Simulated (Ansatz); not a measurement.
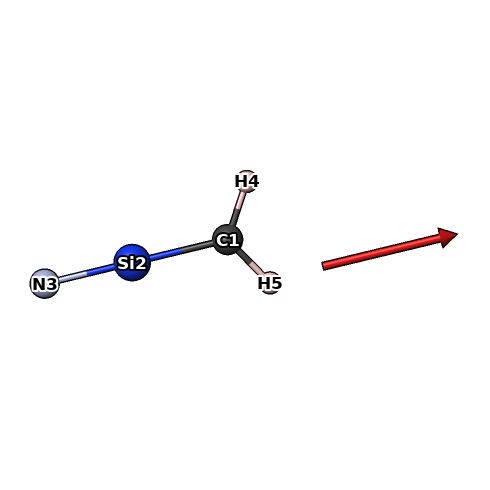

The arrow beside the molecule shows the direction of the dipole moment, from the negative to the positive end (its length means nothing). The species is neutral and a spin doublet. The geometry was computed by an optimisation with PBE-D4/def2-SVP. No frequency run is at hand to confirm it as a minimum. Method: UKS PBE-D4/def2-SVP (Ansatz 0.2.0).

Q: How large is the dipole moment?

A: 3.76 D; it points from the side of N3 to the side of H4, H5 (the outermost atoms at the two ends).
